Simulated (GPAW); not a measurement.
# Quasiparticle gap of Cs2AgBiBr6 (Fm-3m) in GPAW

Aim: the G0W0 gap of Cs2AgBiBr6 (Fm-3m) on LDA, step by step.

Method: LDA and many-body steps on it, plane waves, in GPAW 26.7.0.

## 1. The starting structure

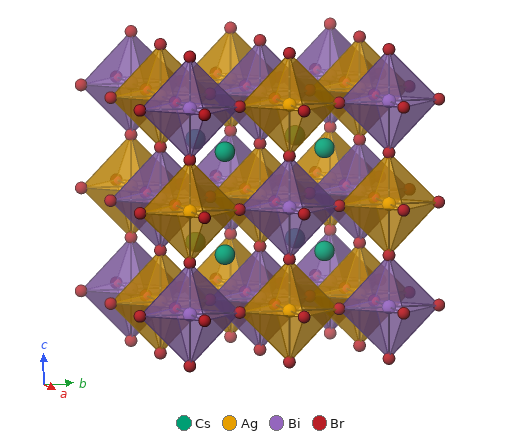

Start, viewed slightly off an axis; caesium teal, silver orange, bismuth purple, bromine red. This picture shows the conventional cell, with its axes. Some periodic images of atoms are drawn too.

Structure file:

```
Cs Ag Bi Br
1.0
     0.00000    5.61610    5.61610
     5.61610    0.00000    5.61610
     5.61610    5.61610    0.00000
Cs Ag Bi Br
2 1 1 6
Direct
  0.25000 0.25000 0.25000
  0.75000 0.75000 0.75000
  0.50000 0.50000 0.50000
  0.00000 0.00000 0.00000
  0.25055 0.74945 0.25055
  0.25055 0.74945 0.74945
  0.74945 0.25055 0.74945
  0.74945 0.25055 0.25055
  0.25055 0.25055 0.74945
  0.74945 0.74945 0.25055
```

The cell and positions come from the Crystallography Open Database and are kept as given unless a step says otherwise. Spin-orbit coupling is left out unless a step names it.

## 2. Ground state

This step: GPAW 26.7.0; DFT, LDA, plane waves, PAW.

The ground-state density comes first.

Contents of run.py:

```python
import json
import numpy as np
from gpaw.mpi import world
from ase import Atoms
from gpaw import GPAW, PW, FermiDirac

atoms = Atoms(['Cs', 'Cs', 'Ag', 'Bi', 'Br', 'Br', 'Br', 'Br', 'Br', 'Br'],
    cell=[[0.0000000000, 5.6161000000, 5.6161000000],
      [5.6161000000, 0.0000000000, 5.6161000000],
      [5.6161000000, 5.6161000000, 0.0000000000]],
    scaled_positions=[[0.2500000000, 0.2500000000, 0.2500000000],
      [0.7500000000, 0.7500000000, 0.7500000000],
      [0.5000000000, 0.5000000000, 0.5000000000],
      [0.0000000000, 0.0000000000, 0.0000000000],
      [0.2505500000, 0.7494500000, 0.2505500000],
      [0.2505500000, 0.7494500000, 0.7494500000],
      [0.7494500000, 0.2505500000, 0.7494500000],
      [0.7494500000, 0.2505500000, 0.2505500000],
      [0.2505500000, 0.2505500000, 0.7494500000],
      [0.7494500000, 0.7494500000, 0.2505500000]],
    pbc=(True, True, True))
calc = GPAW(mode=PW(450),
    xc='LDA',
    kpts={'size': (4, 4, 4), 'gamma': True},
    occupations=FermiDirac(0.001),
    nbands=-11,
    convergence={'density': 1e-6, 'bands': -3},
    maxiter=100,
    txt='gs.txt')
atoms.calc = calc
res = {'energy': atoms.get_potential_energy()}
kpts = calc.get_ibz_k_points()
res['kpts'] = kpts
res['eigenvalues'] = [calc.get_eigenvalues(kpt=k) for k in range(len(kpts))]
res['n_electrons'] = calc.get_number_of_electrons()
calc.write('gs.gpw')

if world.rank == 0:
    with open('result.json', 'w') as f:
        json.dump(res, f, default=lambda x: x.tolist())
```

Launch:

```bash
$ mpirun -n 4 gpaw python run.py
```

Numbers of over 12 decimals in the logs are rounded to 6 here.

The log of the run:

```text
__  _  _
 | _ |_)|_||  |
 |__||  | ||/\| - 26.7.0

Input parameters:
  mode=PW(ecut=450.000000),
  convergence={'density': 1e-06, 'bands': -3},
  kpts=MonkhorstPack(size=(4, 4, 4), gamma=True),
  maxiter=100,
  nbands=-11,
  occupations=Occupations(name='fermi-dirac', width=0.001, fixmagmom=False),
  xc=XC(name='LDA')
  [... matrices ...]
Diagonalizing LCAO Hamiltonian
Converting LCAO to pw mode

                                  Cs

                         Br
                           Br

                  Br     Ag     Br

                       Br
                         Br

                Cs

       Bi

Atoms  # Å, Bohr magnetons
|   | symbol |        x |        y |        z |    initial magnetic moments |
| 0 |     Cs | 2.808050 | 2.808050 | 2.808050 | ( 0.0000,  0.0000,  0.0000) |
| 1 |     Cs | 8.424150 | 8.424150 | 8.424150 | ( 0.0000,  0.0000,  0.0000) |
| 2 |     Ag | 5.616100 | 5.616100 | 5.616100 | ( 0.0000,  0.0000,  0.0000) |
| 3 |     Bi | 0.000000 | 0.000000 | 0.000000 | ( 0.0000,  0.0000,  0.0000) |
| 4 |     Br | 5.616100 | 2.814228 | 5.616100 | ( 0.0000,  0.0000,  0.0000) |
| 5 |     Br | 8.417972 | 5.616100 | 5.616100 | ( 0.0000,  0.0000,  0.0000) |
| 6 |     Br | 5.616100 | 8.417972 | 5.616100 | ( 0.0000,  0.0000,  0.0000) |
| 7 |     Br | 2.814228 | 5.616100 | 5.616100 | ( 0.0000,  0.0000,  0.0000) |
| 8 |     Br | 5.616100 | 5.616100 | 2.814228 | ( 0.0000,  0.0000,  0.0000) |
| 9 |     Br | 5.616100 | 5.616100 | 8.417972 | ( 0.0000,  0.0000,  0.0000) |

Unit cell  # Å
| periodic |        x |        y |        z |  lengths |    angles |
|      yes | 0.000000 | 5.616100 | 5.616100 | 7.942365 | 60.000000 |
|      yes | 5.616100 | 0.000000 | 5.616100 | 7.942365 | 60.000000 |
|      yes | 5.616100 | 5.616100 | 0.000000 | 7.942365 | 60.000000 |

Number of symmetries: 48
Symmetry operations  # r_c * U_cc + t_c -> r_c
|    | kind |            matrix            |
|  0 |  σ   |  1, 0, 0,  1, 0,-1,  1,-1, 0 |
|  1 |  C2  |  1, 0, 0,  1,-1, 0,  1, 0,-1 |
|  2 |  E   |  1, 0, 0,  0, 1, 0,  0, 0, 1 |
|  3 |  σ   |  1, 0, 0,  0, 0, 1,  0, 1, 0 |
|  4 |  C4  |  1, 0,-1,  1, 0, 0,  1,-1, 0 |
|  5 |  S6  |  1, 0,-1,  1,-1, 0,  1, 0, 0 |
|  6 |  σ   |  1, 0,-1,  0, 1,-1,  0, 0,-1 |
|  7 |  C3  |  1, 0,-1,  0, 0,-1,  0, 1,-1 |
|  8 |  S6  |  1,-1, 0,  1, 0, 0,  1, 0,-1 |
|  9 |  C4  |  1,-1, 0,  1, 0,-1,  1, 0, 0 |
| 10 |  C3  |  1,-1, 0,  0,-1, 1,  0,-1, 0 |
| 11 |  σ   |  1,-1, 0,  0,-1, 0,  0,-1, 1 |
| 12 |  σ   |  0, 1, 0,  1, 0, 0,  0, 0, 1 |
| 13 |  C4  |  0, 1, 0,  0, 1,-1, -1, 1, 0 |
| 14 |  C3  |  0, 1, 0,  0, 0, 1,  1, 0, 0 |
| 15 |  S6  |  0, 1, 0, -1, 1, 0,  0, 1,-1 |
| 16 |  C2  |  0, 1,-1,  1, 0,-1,  0, 0,-1 |
| 17 |  σ   |  0, 1,-1,  0, 1, 0, -1, 1, 0 |
| 18 |  S4  |  0, 1,-1,  0, 0,-1,  1, 0,-1 |
| 19 |  C4  |  0, 1,-1, -1, 1, 0,  0, 1, 0 |
| 20 |  C3  |  0, 0, 1,  1, 0, 0,  0, 1, 0 |
| 21 |  σ   |  0, 0, 1,  0, 1, 0,  1, 0, 0 |
| 22 |  S6  |  0, 0, 1,  0,-1, 1, -1, 0, 1 |
| 23 |  C4  |  0, 0, 1, -1, 0, 1,  0,-1, 1 |
| 24 |  S4  |  0, 0,-1,  1, 0,-1,  0, 1,-1 |
| 25 |  C3  |  0, 0,-1,  0, 1,-1,  1, 0,-1 |
| 26 |  C2  |  0, 0,-1,  0,-1, 0, -1, 0, 0 |
| 27 |  S6  |  0, 0,-1, -1, 0, 0,  0,-1, 0 |
| 28 |  S4  |  0,-1, 1,  1,-1, 0,  0,-1, 0 |
| 29 |  C4  |  0,-1, 1,  0, 0, 1, -1, 0, 1 |
| 30 |  C2  |  0,-1, 1,  0,-1, 0,  1,-1, 0 |
| 31 |  σ   |  0,-1, 1, -1, 0, 1,  0, 0, 1 |
| 32 |  C3  |  0,-1, 0,  1,-1, 0,  0,-1, 1 |
| 33 |  S6  |  0,-1, 0,  0, 0,-1, -1, 0, 0 |
| 34 |  S4  |  0,-1, 0,  0,-1, 1,  1,-1, 0 |
| 35 |  C2  |  0,-1, 0, -1, 0, 0,  0, 0,-1 |
| 36 |  C2  | -1, 1, 0,  0, 1, 0,  0, 1,-1 |
| 37 |  S6  | -1, 1, 0,  0, 1,-1,  0, 1, 0 |
| 38 |  S4  | -1, 1, 0, -1, 0, 1, -1, 0, 0 |
| 39 |  C3  | -1, 1, 0, -1, 0, 0, -1, 0, 1 |
| 40 |  S6  | -1, 0, 1,  0, 0, 1,  0,-1, 1 |
| 41 |  C2  | -1, 0, 1,  0,-1, 1,  0, 0, 1 |
| 42 |  C3  | -1, 0, 1, -1, 1, 0, -1, 0, 0 |
| 43 |  S4  | -1, 0, 1, -1, 0, 0, -1, 1, 0 |
| 44 |  C2  | -1, 0, 0,  0, 0,-1,  0,-1, 0 |
| 45 |  i   | -1, 0, 0,  0,-1, 0,  0, 0,-1 |
| 46 |  σ   | -1, 0, 0, -1, 1, 0, -1, 0, 1 |
| 47 |  C2  | -1, 0, 0, -1, 0, 1, -1, 1, 0 |

BZ-sampling:
  Number of BZ points: 64
  Number of IBZ points: 8

  Monkhorst-Pack size: [4, 4, 4]
  Monkhorst-Pack shift: [0.125, 0.125, 0.125]

K-points  # in reciprocal-cell coordinates
|   |                                coordinates |     weight |
| 0 | (  0.00000000,   0.00000000,   0.00000000) | 0.01562500 |
| 1 | (  0.25000000,   0.25000000,   0.00000000) | 0.09375000 |
| 2 | (  0.25000000,   0.25000000,   0.25000000) | 0.12500000 |
| 3 | (  0.50000000,   0.25000000,  -0.25000000) | 0.09375000 |
| 4 | (  0.50000000,   0.25000000,   0.25000000) | 0.18750000 |
| 5 | (  0.50000000,   0.50000000,   0.00000000) | 0.04687500 |
| 6 | (  0.50000000,   0.50000000,   0.25000000) | 0.37500000 |
| 7 | (  0.50000000,   0.50000000,   0.50000000) | 0.06250000 |

Plane wave coefficients: 7727
Cutoff: 450.000000 eV

Spin-components: 1 (collinear spins)
Bands:           57
Projectors:      52
Spin-degeneracy: 2
Datatype:        complex128

  Storage: CPU
  Wave functions: 56_376_192 bytes (14_094_048 per core)
  Projectors: 40_551_296 bytes (10_137_824 per core)
  [... matrices ...]
Parallelization:
  kpt:    4
  domain: 1
  band:   1

Density:
  Valence electrons: 92.0
  Components: 1
  Grid points: [40 40 40]
  Charge: 0.0  # |e|

Potential:
  Grid points: [40 40 40]

species:
  Cs:
    name:    Caesium
    Z:       55.0
    valence: 9
    core:    46
    charge:  0.0  # [|e|]
    compensation charges:
      type: gauss
      rc: 0.33  # [Å]
      lmax: 2
    cutoffs:
      filter: 2.06  # [Å]
      core: 2.51  # [Å]
    projectors
    | kind |    occ | energy [eV] | rcut [Å] |
    |   5s |  2.000 |     -26.872 |    1.164 |
    |   6s |  1.000 |      -2.224 |    1.164 |
    |   5p |  6.000 |     -13.611 |    1.058 |
    |    p |        |      13.601 |    1.058 |
    |    d |        |       0.000 |    1.058 |

    Using partial waves for Cs as LCAO basis

  Ag:
    name:    Silver
    Z:       47.0
    valence: 17
    core:    30
    charge:  0.0  # [|e|]
    compensation charges:
      type: gauss
      rc: 0.40  # [Å]
      lmax: 2
    cutoffs:
      filter: 2.35  # [Å]
      core: 2.19  # [Å]
    projectors
    | kind |    occ | energy [eV] | rcut [Å] |
    |   5s |  1.000 |      -4.708 |    1.286 |
    |   4p |  6.000 |     -58.678 |    1.328 |
    |   5p |  0.000 |      -0.844 |    1.328 |
    |   4d | 10.000 |      -7.664 |    1.180 |
    |    s |        |      22.503 |    1.286 |
    |    d |        |      19.547 |    1.180 |

    Using partial waves for Ag as LCAO basis

  Bi:
    name:    Bismuth
    Z:       83.0
    valence: 15
    core:    68
    charge:  0.0  # [|e|]
    compensation charges:
      type: gauss
      rc: 0.38  # [Å]
      lmax: 2
    cutoffs:
      filter: 2.23  # [Å]
      core: 2.33  # [Å]
    projectors
    | kind |    occ | energy [eV] | rcut [Å] |
    |   6s |  2.000 |     -14.665 |    1.286 |
    |   6p |  3.000 |      -4.777 |    1.275 |
    |   5d | 10.000 |     -27.225 |    1.349 |
    |    s |        |      12.546 |    1.286 |
    |    p |        |      22.434 |    1.275 |
    |    d |        |      -0.013 |    1.349 |

    Using partial waves for Bi as LCAO basis

  Br:
    name:    Bromine
    Z:       35.0
    valence: 7
    core:    28
    charge:  0.0  # [|e|]
    compensation charges:
      type: gauss
      rc: 0.35  # [Å]
      lmax: 2
    cutoffs:
      filter: 1.98  # [Å]
      core: 2.38  # [Å]
    projectors
    | kind |    occ | energy [eV] | rcut [Å] |
    |   4s |  2.000 |     -20.306 |    1.111 |
    |   4p |  5.000 |      -8.003 |    1.111 |
    |    s |        |       6.906 |    1.111 |
    |    p |        |      19.208 |    1.111 |
    |    d |        |       0.000 |    1.111 |

    Using partial waves for Br as LCAO basis

Reference energy: -1577146.676790  # eV

eigensolver:
  PPCG
  Converge bands: -3
  niter=2

density mixing:
  MSR1-Mixer
  Pratt-step length: 0.05
  Maximum mixing coefficient: 0.75
  Old densities: 10
  SVD Regularization: 0.005
  Good broyden scale: 1.0
  Trust region scale: 1.0
  Backstep threshold: 4.0
  History deletion threshold: 6.0
  Fourier metric: weight=20.0, sigma=0.015

occupation numbers:
  Fermi-Dirac:
    width: 0.0010  # eV

poisson solver:
  ecut: 3600.000000  # eV

xc functional:
  name: None

Initialization done in: 2.309 s

convergence criteria:
- Maximum integral of absolute [dens]ity change: 1e-06 electrons / valence electron
- Maximum [total energy] change in last 3 cyles: 0.0005 eV / valence electron
- Maximum integral of absolute [eigenst]ate change: 4e-08 eV^2 / valence electron
maximum number of iterations: 100

SCF iterations
|iter     |     time |      energy | eigst |  dens |
|iter:   1|  |  -36.191840 | +0.08 |       |
|iter:   2|  |  -35.961063 | -0.52 | -1.35 |
|iter:   3|  |  -35.079069 | -0.95 | -1.40 |
|iter:   4|  |  -35.036012 | -1.41 | -1.83 |
|iter:   5|  |  -35.002275 | -1.79 | -2.16 |
|iter:   6|  |  -35.001048c| -2.23 | -2.39 |
|iter:   7|  |  -35.001080c| -2.25 | -3.18 |
|iter:   8|  |  -35.001095c| -2.45 | -3.70 |
|iter:   9|  |  -35.001099c| -2.36 | -4.25 |
|iter:  10|  |  -35.001099c| -2.26 | -5.00 |
|iter:  11|  |  -35.001099c| -2.28 | -5.41 |
|iter:  12|  |  -35.001099c| -2.61 | -5.97 |
|iter:  13|  |  -35.001099c| -2.49 | -6.71c|
|iter:  14|  |  -35.001099c| -2.93 | -7.10c|
|iter:  15|  |  -35.001099c| -3.35 | -7.67c|
|iter:  16|  |  -35.001099c| -3.90 | -8.11c|
|iter:  17|  |  -35.001099c| -4.44 | -8.76c|
|iter:  18|  |  -35.001099c| -4.89 | -9.16c|
|iter:  19|  |  -35.001099c| -5.37 | -9.51c|
|iter:  20|  |  -35.001099c| -5.84 | -9.91c|
|iter:  21|  |  -35.001099c| -6.26 |-10.31c|
|iter:  22|  |  -35.001099c| -6.68 |-10.86c|
|iter:  23|  |  -35.001099c| -5.73 |-11.30c|
|iter:  24|  |  -35.001099c| -6.10 |-11.36c|
|iter:  25|  |  -35.001099c| -6.34 |-11.59c|
|iter:  26|  |  -35.001099c| -6.62 |-11.52c|
|iter:  27|  |  -35.001099c| -6.79 |-11.69c|
|iter:  28|  |  -35.001099c| -7.05 |-11.70c|
|iter:  29|  |  -35.001099c| -7.16 |-12.11c|
|iter:  30|  |  -35.001099c| -7.33 |-12.30c|
|iter:  31|  |  -35.001099c| -7.50c|-12.68c|

Converged in 31 steps
SCF loop duration: 61.366 s (1.980 s/step)
Energy contributions relative to reference atoms: (reference = -1577146.676790)
  [... matrices ...]
Energy contributions:
  Kinetic:          50.684486
  Coulomb:         -49.853445
  Zero:             -1.693026
  External:          0.000000
  Xc:              -34.139114
  Entropy:          -0.000000
  Spinorbit:         0.000000
  ----------------------------
  Free energy:     -35.001099
  Extrapolated:    -35.001099

dipole moment: (-44.018412, -44.018412, -44.018412)  # |e|*Ang

Fermi level: 3.593
Eigenvalues  # (at kpt = [0.000, 0.000, 0.000])
| band index |      eig [eV] | occ [0-2] |
|          0 |       -51.265 |     2.000 |
|        ... |               |           |
|         38 |         0.915 |     2.000 |
|         39 |         0.915 |     2.000 |
|         40 |         0.915 |     2.000 |
|         41 |         1.346 |     2.000 |
|         42 |         1.346 |     2.000 |
|         43 |         1.346 |     2.000 |
|         44 |         1.848 |     2.000 |
|         45 |         1.848 |     2.000 |
|         46 |         4.689 |     0.000 |
[...]
|         50 |         6.803 |     0.000 |
|         51 |         6.803 |     0.000 |
|         52 |         7.391 |     0.000 |
|         53 |         7.423 |     0.000 |
|        ... |               |           |
|         56 |         7.804 |     0.000 |

Gap: 1.078 eV
Transition (v -> c):
  (s=0, k=5, n=45, [0.50, 0.50, 0.00]) -> (s=0, k=7, n=46, [0.50, 0.50, 0.50])
Direct/indirect transitions are different
Direct gap: 2.312 eV
Transition at: (s=0, k=6, n=45, [0.50, 0.50, 0.25])
# Writing to gs.gpw (mode='')
  [... matrices ...]
```

Run time: 66 s. Hardware: 4 MPI ranks of Arm Neoverse V1, shared host; peak memory 1.2 GiB; 4.4 min of CPU time.

This step gave:

* total energy: -35.00 eV
* gap: 1.078 eV
* k of the valence top: 0.5, 0.5, 0
* k of the conduction bottom: 0.5, 0.5, 0.5
* least direct gap: 2.312 eV

The gap is indirect, with the least direct gap 1.23 eV higher.

## 3. Bands along the symmetry lines

Levels along a band path, at the cheap level, show where the edges lie and whether the meshes to come will hold them.

Contents of run.py:

```python
import json
import numpy as np
from gpaw.mpi import world
from gpaw import GPAW

path = [[0.000000, 0.000000, 0.000000],
    [0.062500, 0.000000, 0.062500],
    [0.125000, 0.000000, 0.125000],
    [0.187500, 0.000000, 0.187500],
    [0.250000, 0.000000, 0.250000],
    [0.312500, 0.000000, 0.312500],
    [0.375000, 0.000000, 0.375000],
    [0.437500, 0.000000, 0.437500],
    [0.500000, 0.000000, 0.500000],
    [0.515625, 0.031250, 0.515625],
    [0.531250, 0.062500, 0.531250],
    [0.546875, 0.093750, 0.546875],
    [0.562500, 0.125000, 0.562500],
    [0.578125, 0.156250, 0.578125],
    [0.593750, 0.187500, 0.593750],
    [0.609375, 0.218750, 0.609375],
    [0.625000, 0.250000, 0.625000],
    [0.375000, 0.375000, 0.750000],
    [0.328125, 0.328125, 0.656250],
    [0.281250, 0.281250, 0.562500],
    [0.234375, 0.234375, 0.468750],
    [0.187500, 0.187500, 0.375000],
    [0.140625, 0.140625, 0.281250],
    [0.093750, 0.093750, 0.187500],
    [0.046875, 0.046875, 0.093750],
    [0.000000, 0.000000, 0.000000],
    [0.062500, 0.062500, 0.062500],
    [0.125000, 0.125000, 0.125000],
    [0.187500, 0.187500, 0.187500],
    [0.250000, 0.250000, 0.250000],
    [0.312500, 0.312500, 0.312500],
    [0.375000, 0.375000, 0.375000],
    [0.437500, 0.437500, 0.437500],
    [0.500000, 0.500000, 0.500000],
    [0.500000, 0.468750, 0.531250],
    [0.500000, 0.437500, 0.562500],
    [0.500000, 0.406250, 0.593750],
    [0.500000, 0.375000, 0.625000],
    [0.500000, 0.343750, 0.656250],
    [0.500000, 0.312500, 0.687500],
    [0.500000, 0.281250, 0.718750],
    [0.500000, 0.250000, 0.750000],
    [0.500000, 0.218750, 0.718750],
    [0.500000, 0.187500, 0.687500],
    [0.500000, 0.156250, 0.656250],
    [0.500000, 0.125000, 0.625000],
    [0.500000, 0.093750, 0.593750],
    [0.500000, 0.062500, 0.562500],
    [0.500000, 0.031250, 0.531250],
    [0.500000, 0.000000, 0.500000]]
calc = GPAW('gs.gpw').fixed_density(kpts=path,
    symmetry='off',
    nbands=56,
    convergence={'bands': 52},
    txt='bands.txt')
res = {}
kpts = calc.get_ibz_k_points()
res['kpts'] = kpts
res['eigenvalues'] = [calc.get_eigenvalues(kpt=k) for k in range(len(kpts))]
res['n_electrons'] = calc.get_number_of_electrons()

if world.rank == 0:
    with open('result.json', 'w') as f:
        json.dump(res, f, default=lambda x: x.tolist())
```

Launch:

```bash
$ mpirun -n 4 gpaw python run.py
```

The log of the run:

```text
Diagonalizing LCAO Hamiltonian
Converting LCAO to pw mode
convergence criteria:
- Maximum integral of absolute [eigenst]ate change: 4e-08 eV^2 / valence electron
maximum number of iterations: 100

SCF iterations
|iter     |     time |      energy | eigst |  dens |
|iter:   1|  |             | -0.23 |       |
|iter:   2|  |             | -1.03 |       |
|iter:   3|  |             | -1.53 |       |
[...]
|iter:  32|  |             | -7.15 |       |
|iter:  33|  |             | -7.35 |       |
|iter:  34|  |             | -7.58c|       |
SCF steps: 34
  __  _  _
 | _ |_)|_||  |
 |__||  | ||/\| - 26.7.0

Input parameters:
  mode=PW(ecut=450.000000),
  convergence={'bands': 52},
  gpts=array([40, 40, 40]),
  kpts=KPoints(kpts=array([[0.      , 0.      , 0.      ],
         [0.0625  , 0.      , 0.0625  ],
         [0.125   , 0.      , 0.125   ],
         [0.1875  , 0.      , 0.1875  ],
[...]
[0.515625, 0.03125 , 0.515625],
[...]
[0.546875, 0.09375 , 0.546875],
[...]
[0.578125, 0.15625 , 0.578125],
[...]
[0.609375, 0.21875 , 0.609375],
[...]
[0.328125, 0.328125, 0.65625 ],
[...]
[0.234375, 0.234375, 0.46875 ],
[...]
[0.140625, 0.140625, 0.28125 ],
[...]
[0.046875, 0.046875, 0.09375 ],
[...]
[0.5     , 0.0625  , 0.5625  ],
         [0.5     , 0.03125 , 0.53125 ],
         [0.5     , 0.      , 0.5     ]])),
  maxiter=100,
  nbands=56,
  occupations=Occupations(name='fermi-dirac', width=0.001, fixmagmom=False),
  parallel={},
  symmetry=Symmetry(point_group=False, time_reversal=False),
  xc=XC(name='LDA')
```

Elapsed: 5.6 min, on 4 MPI ranks; peak memory 1.7 GiB; 22 min of CPU time.

This step gave:

```
gap                        : 1.078 eV
k of the valence top       : 0.5, 0, 0.5
k of the conduction bottom : 0.5, 0.5, 0.5
least direct gap           : 2.182 eV
```

The gap is 1.078 eV, as in the run before at this level.

Electronic bands along the path, in eV, zero at the top of the highest filled band:

```tsv
point	band 43	band 44	band 45	band 46	band 47	band 48	band 49	band 50
Γ	-1.20	-1.20	-0.70	-0.70	2.14	2.14	2.14	3.26
X	-1.56	-1.22	-0.70	0.00	2.68	2.68	3.07	4.14
U	-1.54	-1.39	-1.04	-0.22	2.17	2.97	3.20	4.90
jump to K	-1.54	-1.39	-1.04	-0.22	2.17	2.97	3.20	4.90
Γ	-1.20	-1.20	-0.70	-0.70	2.14	2.14	2.14	3.26
L	-1.51	-1.41	-1.27	-1.27	1.08	3.61	3.61	4.63
W	-1.46	-1.46	-1.30	-0.10	2.49	2.89	2.89	5.11
X	-1.56	-1.22	-0.70	0.00	2.68	2.68	3.07	4.14
```

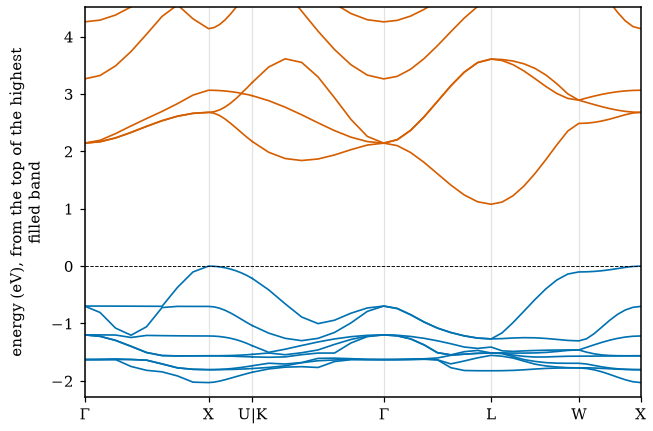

Electronic bands along the path; lines of filled and empty bands in two colours.

## 4. Empty states on the mesh, 2×2×2 mesh, 431 bands

The sums over transitions need many empty states on a uniform mesh; this step solves for them.

Contents of run.py:

```python
import json
import numpy as np
from gpaw.mpi import world
from gpaw import GPAW

calc = GPAW('gs.gpw').fixed_density(kpts={'size': (2, 2, 2), 'gamma': True},
    nbands=502,
    convergence={'bands': 431},
    txt='nscf.txt')
calc.write('full.gpw', mode='all')
res = {}
kpts = calc.get_ibz_k_points()
res['kpts'] = kpts
res['eigenvalues'] = [calc.get_eigenvalues(kpt=k) for k in range(len(kpts))]
res['n_electrons'] = calc.get_number_of_electrons()

if world.rank == 0:
    with open('result.json', 'w') as f:
        json.dump(res, f, default=lambda x: x.tolist())
```

Launch:

```bash
$ mpirun -n 4 gpaw python run.py
```

The log of the run:

```text
Diagonalizing LCAO Hamiltonian
Converting LCAO to pw mode
convergence criteria:
- Maximum integral of absolute [eigenst]ate change: 4e-08 eV^2 / valence electron
maximum number of iterations: 100

SCF iterations
|iter     |     time |      energy | eigst |  dens |
|iter:   1|  |             | +4.10 |       |
|iter:   2|  |             | +2.94 |       |
|iter:   3|  |             | +1.84 |       |
[...]
|iter:  18|  |             | -7.12 |       |
|iter:  19|  |             | -7.34 |       |
|iter:  20|  |             | -7.62c|       |
SCF steps: 20
  __  _  _
 | _ |_)|_||  |
 |__||  | ||/\| - 26.7.0

Input parameters:
  mode=PW(ecut=450.000000),
  convergence={'bands': 431},
  gpts=array([40, 40, 40]),
  kpts=MonkhorstPack(size=(2, 2, 2), gamma=True),
  maxiter=100,
  nbands=502,
  occupations=Occupations(name='fermi-dirac', width=0.001, fixmagmom=False),
  parallel={},
  xc=XC(name='LDA')
# Writing to full.gpw (mode='all')
  [... matrices ...]

timing:  # [seconds]
  Total: 2.323  # ━━━━━━━━━━━━━━━━━━━━━━━━━━━━━━━━━━━━━━━━━━━━━━━━━━━━━━━━━━━
```

Elapsed: 4.5 min, on 4 MPI ranks; peak memory 1.4 GiB; 18 min of CPU time.

This step gave:

| Quantity | Value |
| --- | --- |
| gap | 1.078 eV |
| k of the valence top | 0.5, 0.5, 0 |
| k of the conduction bottom | 0.5, 0.5, 0.5 |
| least direct gap | 2.347 eV |
| k points computed | 3 |
| lowest point of the top converged band, above the valence top | 57.0617 eV |

On this mesh the gap is 1.078 eV.

(Part 1 of 2 ends here.)

[Paths, hosts, dates, memory and timing lines, banners, echoed tables and standing remarks are left out of the program output.]

[Logs are printed without paths, hosts, clocks, repeated set-up lines and the standing remarks that a program may print on its own settings, such as how far it seeks lower states.]

[Runs of the session that timed out or met a known fault of the program may be left out.]

[Hosts, paths, dates, database ids (printed as entryN), source tags and the programs' standing remarks are cut or masked in the printed files.]
